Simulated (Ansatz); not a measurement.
## AlSiH5 (SMILES [H][Al]([H])[SiH3]): methods side by side

AlSiH5: 7 atoms, total charge 0, spin state singlet. As SMILES, `[H][Al]([H])[SiH3]`. Geometry: a GFN2-xTB relaxation, a rough one for these elements and not checked as a minimum.

```xyz
7

Al    0.6880    1.2017    0.0039
H     2.2454    1.3650    0.0565
H     0.0534    2.6332   -0.0166
Si   -0.5174   -0.8978   -0.0168
H    -1.8514   -0.8364    0.6256
H     0.1776   -1.9927    0.7011
H    -0.7956   -1.4730   -1.3538
```

Each level gives the energy change with the Al1–Si4 bond stretched from 2.421 to 3.026 Å (eV). The values are calculated.

| level | kind | program | value (eV) | less FCI/STO-3G | CPU time (all runs) |
| --- | --- | --- | --- | --- | --- |
| SVWN5/STO-3G (restricted) | LDA | Ansatz | 2.08 | -0.04 | 1.9 s |
| r2SCAN/STO-3G (restricted) | meta-GGA | Ansatz | 2.09 | -0.03 | 7.1 s |
| r2SCAN0/STO-3G (restricted) | hybrid meta-GGA | Ansatz | 2.26 | +0.14 | 6.8 s |
| CAM-B3LYP/STO-3G (restricted) | range-separated hybrid | Ansatz | 2.25 | +0.13 | 3.3 s |
| wB97M-V/STO-3G (restricted) | range-separated hybrid | Ansatz | 2.27 | +0.15 | 47 s |
| RPA@PBE/STO-3G (restricted) | RPA | Ansatz | 2.05 | -0.07 | 4.5 s |
| CCSD(T)/STO-3G (restricted) | coupled cluster or CI | Ansatz | 2.14 | +0.02 | 0.38 s |
| CCSDTQ/STO-3G (restricted) | coupled cluster or CI | Ansatz | 2.12 | 0.00 | 7.6 s |
| FCI/STO-3G | exact in the basis | Ansatz | 2.12 | 0.00 | 24 s |

FCI/STO-3G is exact within its basis and frozen core, so for wave-function methods in that basis the difference is their error; functionals converge differently with the basis, so for them it is only a difference. The first shape isn't each level's own minimum. The values span 2.05 to 2.27 eV. All rows use very small basis sets, so even the best lies far from the true value. Times are those of the runs behind each value, whatever else they computed, on shared processors of several kinds: orders of magnitude only.

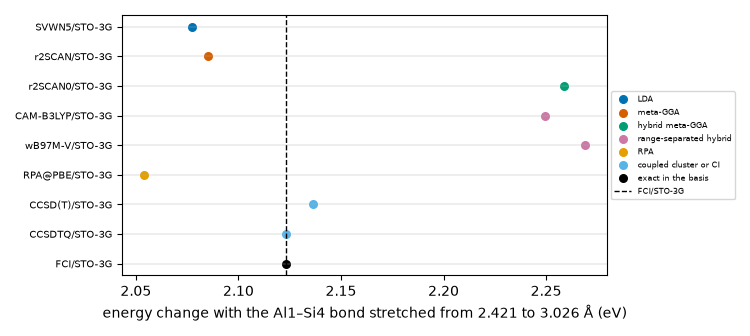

The values of the table, level by level.
